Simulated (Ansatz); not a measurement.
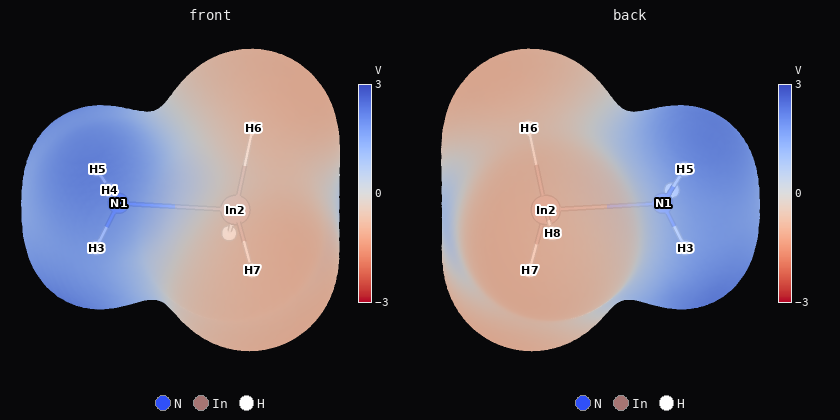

Figure 1: H₆InN (SMILES [NH3+][InH3-]). The electrostatic potential painted on the density surface at 0.001 e/bohr³, seen from the front and from behind; red is negative and blue positive.

Geometry: PBE0-D4/def2-TZVP; core potentials replace the inner electrons of In.

Theory: Ansatz, RKS PBE0-D4/def2-TZVPP.

Input file:

```
crystal:
  periodic: [false, false, false]
  atoms:
    - {symbol: N, position_ang: [-0.531182, 0.146143, -0.988818]}
    - {symbol: In, position_ang: [0.616209, -0.177907, 1.086900]}
    - {symbol: H, position_ang: [0.069939, -0.080384, -1.772347]}
    - {symbol: H, position_ang: [-1.352992, -0.444054, -1.042433]}
    - {symbol: H, position_ang: [-0.829021, 1.109327, -1.089543]}
    - {symbol: H, position_ang: [-0.700190, 0.311336, 2.107867]}
    - {symbol: H, position_ang: [0.922654, -1.873102, 0.870029]}
    - {symbol: H, position_ang: [1.896783, 0.951640, 0.772445]}
basis:
  gaussian: {orbitals: def2-TZVPP}
hamiltonian: {xc: pbe0, dispersion: d4}
output: {orbitals: {seedname: orbitals}}
```

Launched as:

```sh
ansatz run in.yaml --threads 2 --pin off --events-out ev --progress --plain --max-ram 32768MiB --backend cpu
```

Question: Describe the electrostatic potential map.

Answer: The most negative region (about −0.9 V) lies over H6, H7 and H8, the most positive (about +2.1 V) over H3, H4 and H5.
